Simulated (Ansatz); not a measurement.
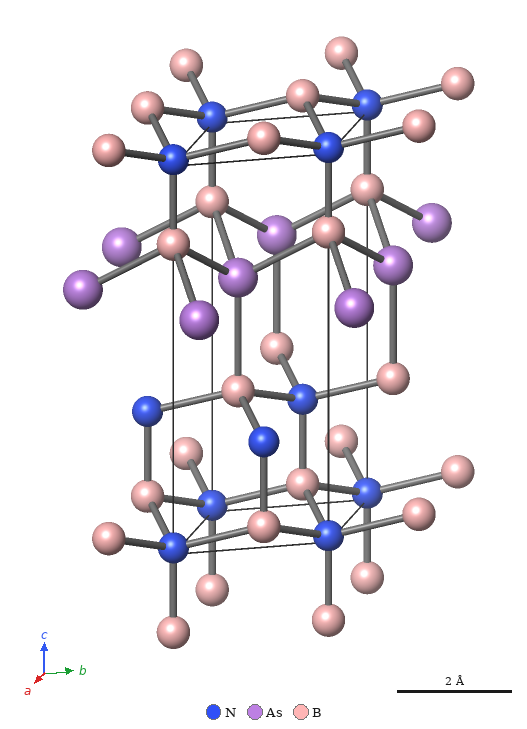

An orthographic ball-and-stick view of the structure, slightly off an axis. Thin lines show the conventional unit cell, with boundary atoms drawn in all their periodic places. Atoms just outside the outline that bond to atoms inside are added.

B3AsN2, space group P3m1 (No. 156), a = 2.843 Å, b = 2.843 Å, c = 7.104 Å, α = 90.00°, β = 90.00°, γ = 120.00°. Its origin is a structure type filled with these elements by a generator (whether the compound takes this form wasn't checked). Earlier steps of the study, as a rule a relaxation of our own, may have changed the cell and positions, so they can lie some per cent off the listed ones. It was the input of a calculation with Ansatz.

This one geometry was computed with Ansatz (DFT, plane waves, PAW) at three levels of theory: PBE with spin-orbit coupling, r2SCAN and PBE. It was relaxed beforehand with r2SCAN.

Which level gives the highest pressure at this volume, and what does that say about its equilibrium volume?

Answer. Highest: PBE with spin-orbit coupling (3.0 GPa) and PBE (3.0 GPa), which points to the largest equilibrium volume. Lowest, with the smallest volume: r2SCAN (0.0 GPa). Levels within 0.5 GPa of each other can't be told apart.

How does the band gap change with the level of theory?

Answer. All levels give a metal, though semilocal functionals underestimate gaps and can close a small one.

Collect the results in a table.

Answer.
| level | cutoff (eV) | k-mesh of the run's cell | gap (eV) | pressure (GPa) |
| --- | --- | --- | --- | --- |
| PBE with spin-orbit coupling | 420 | 12×12×4 | metal | 3.0 |
| r2SCAN | 500 | 12×12×4 | metal | 0.0 |
| PBE | 420 | 12×12×4 | metal | 3.0 |

Gaps are taken on the k-mesh or band path of each run.
